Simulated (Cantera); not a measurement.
Charge: 1 mol Si(CH3)4, 2 mol HCl, 540 mol H2, equilibrated at 1623 K.

Cantera equilibrium calculation (NASA polynomials, part measured and part estimated; ideal gas, pure solids and liquids). Candidate condensed phases: C, C6H6, C7H8, C8H18, Si, SiC; 109 gas species. The numbers say what is thermodynamically allowed, not how fast it happens.

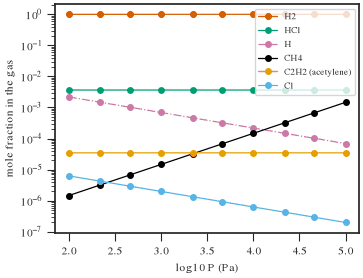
Figure. Equilibrium gas composition (values under 1e-9 drawn at 1e-9)

From 0.00100 bar to 1.00 bar the condensed part is C(graphite) + SiC(s). The main Si-bearing gas is Si at 0.00100 bar and SiCl2 at 1.00 bar.
